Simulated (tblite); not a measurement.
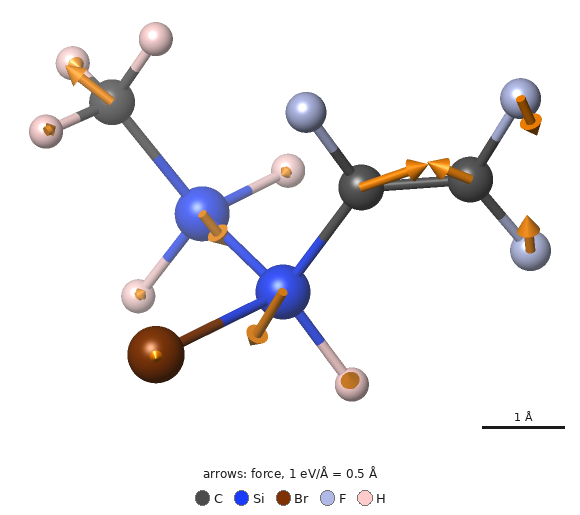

Starting geometry of C3H6BrF3Si2 with the computed forces as orange arrows. A ball-and-stick model, seen at a tilt.

The calculation used GFN2-xTB geometry optimisation, gas phase in tblite. 

Q: What follows when this structure is relaxed?

A: It isn't relaxed: the largest force vector, on a Si atom, is 2.31 eV/Å. The final displacements have little in common with the starting forces (cosine between the two patterns 0.14). The largest moves after the best rigid fit, 1.55 Å, are those of F atoms. Largest moves by element: F 1.55 Å, C 0.48 Å, H 0.47 Å, Br 0.42 Å, Si 0.38 Å. Near-neighbour distances that change, for instance: C–Si 1.819 → 1.905 Å, C–Si 1.845 → 1.896 Å, Br–Si 2.209 → 2.239 Å, C–F 1.351 → 1.325 Å. Bond angles that change, for instance: Si–Si–H 109.4° → 125.3°, F–C–F 119.1° → 110.4°, C–C–F 119.2° → 127.9°. Groups turn about C–Si by about 55°. The energy falls by 8.48 kcal/mol in 127 geometry steps.
